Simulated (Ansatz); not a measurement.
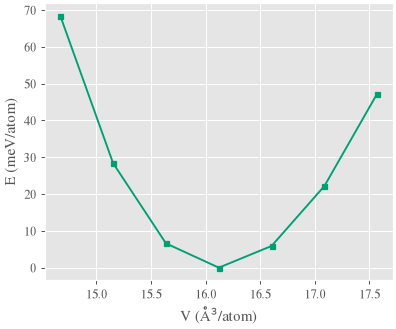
Figure: TaGe₂ in space group P6/mmm (No. 191; Ta on 1a, Ge on 2d) under volume change, LDA (plane waves, PAW; program Ansatz), shape and atoms relaxed at each volume.

### Question
What does a third-order Birch–Murnaghan fit give for V₀, B₀ and B′?

### Answer
V₀ = 16.12 Å³/atom, B₀ = 139 GPa, B′ = 5.1.

A made-up cell: these elements were put on the sites of a structure type; neither database checked (COD, Materials Project) lists it. COD files the formula under space group No. 180, so this cell is another polymorph or a model. Whether it is the stable phase at ambient conditions was not checked. The LDA relaxation kept the symmetry of its start. At this level the phase is dynamically unstable (imaginary phonons). The run is not spin-polarised. Spin–orbit coupling is left out wherever it is not named.

Potentials: the later of the program's two PAW sets.
